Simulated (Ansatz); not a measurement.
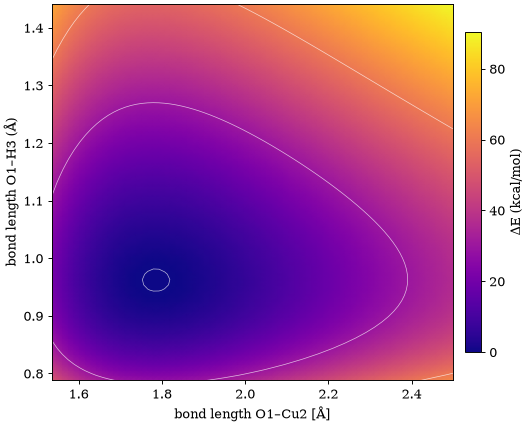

CuHO, SMILES [OH][Cu]. 
- First axis: bond length O1–Cu2. Second axis: bond length O1–H3.
- Nothing is relaxed (all other coordinates rigid).
- The scan uses a 15 × 15 grid.
- Points are written as (first, second).
- Energies are in kcal/mol, from the lowest grid point.
- The reference is spin-restricted, which grows unreliable where a bond is stretched far.
- This map comes from Ansatz 0.2.0, RKS PBE0-D4/def2-TZVP.

Drawn: a smooth colour map with a few white contour lines. Between grid points the surface is interpolated.

The lowest grid point is at (1.810 Å, 0.975 Å). No other kind of well shows on this grid. The highest grid point, (2.499 Å, 1.442 Å), lies 90 kcal/mol above the lowest. Round the minimum the two coordinates are nearly uncoupled.

The level of theory is changed to RKS PBE-D4/def2-TZVP (Ansatz 0.2.0); with it change the reference geometry, relaxed at the new level; the new grid has 15 × 15 points, laid about the new relaxed structure.

What will the new map look like?

The minimum (interpolated where it lies between grid points) moves from about (1.785 Å, 0.961 Å) to about (1.786 Å, 0.976 Å). The curvature at the minimum changes by less than a tenth (about 18) eV/Å² along bond length O1–Cu2 and by less than a tenth (about 47) eV/Å² along bond length O1–H3.

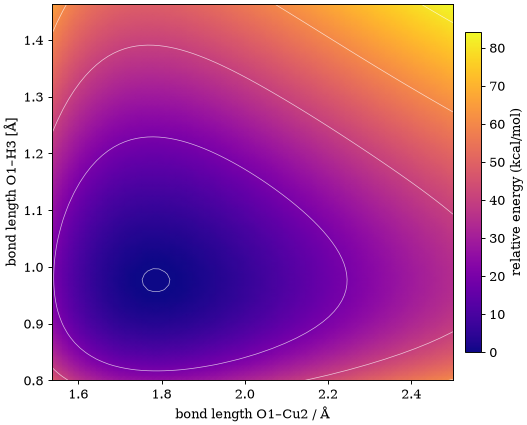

The map after the change, on a colour scale of its own. In the figure: a smooth colour map with a few white contour lines. Between grid points the surface is interpolated.
